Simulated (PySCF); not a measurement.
```
atom    x (Å)    y (Å)    z (Å)
   O  -0.6787  -1.0936   0.2728
   C  -1.2044  -0.0072   0.0093
   O  -2.5385   0.1592  -0.0215
   C  -0.4097   1.1253  -0.2764
   O   0.8850   0.9831  -0.2512
  Si   1.6963  -0.4474   0.0940
   H  -2.9670  -0.6843   0.1908
   H  -0.8175   2.0953  -0.5137
   H   1.5007  -1.4472  -0.9439
   H   3.0164   0.1734  -0.0655
   H   1.5229  -0.8539   1.4794
```

Geometry: GFN2-xTB.

Method: UKS B3LYP, pcH-1 on C H O Si, non-relativistic, mean-field spin-orbit, GIAO (PySCF).

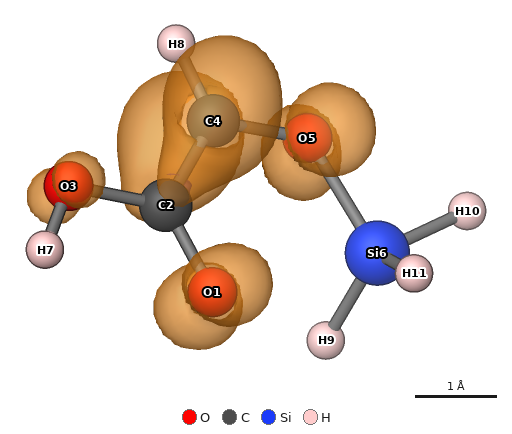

C2H5O3Si (SMILES O=C(O)[CH]O[SiH3]) (doublet). Isosurfaces of the spin density (α minus β) at +0.03 (orange) and −0.03 e/Å³ (purple), seen at an oblique angle.

Q: Which atoms carry the spin?

A: The unpaired spin (1 electron) lies mostly on C4 (about 0.5), O5 (about 0.2), O1 (about 0.2) and C2 (about 0.1), in electrons by Hirshfeld's partition.
